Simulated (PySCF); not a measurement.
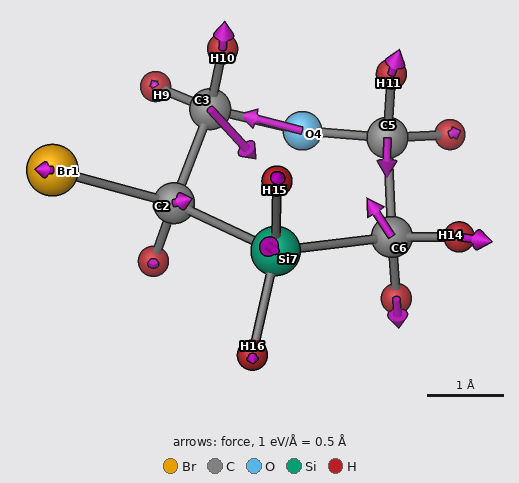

Starting geometry of C4H9BrOSi with the computed forces as purple arrows. A ball-and-stick model, seen from a free direction.

The start comes from GFN2-xTB. Its atoms were then displaced at random by about 0.01 Å.

Computed with PySCF, PBE0-D3(BJ)/def2-SVP geometry optimisation, gas phase. 

Question: Is this structure relaxed? If not, where do the atoms go?

Answer: It isn't relaxed: the largest force vector, on a C atom, is 2.22 eV/Å. The final displacements follow the starting forces only in part (cosine between the two patterns 0.55). The Br atom moves most after the best rigid fit: 0.063 Å. By element the largest moves are Br 0.063 Å, H 0.052 Å, O 0.033 Å, Si 0.031 Å, C 0.024 Å. Among the contacts that change: C–O 1.450 → 1.400 Å, C–H 1.079 → 1.109 Å, C–Si 1.923 → 1.895 Å, H–Si 1.470 → 1.494 Å. Among the angles between lasting bonds that change: H–C–H 110.6° → 107.4°, H–C–H 109.9° → 107.1°, H–Si–H 112.6° → 109.9°. The energy falls by 14.2 kJ/mol in 3 geometry steps. The run took 100 s on 1 thread of Arm Neoverse N1, with other jobs on the host.
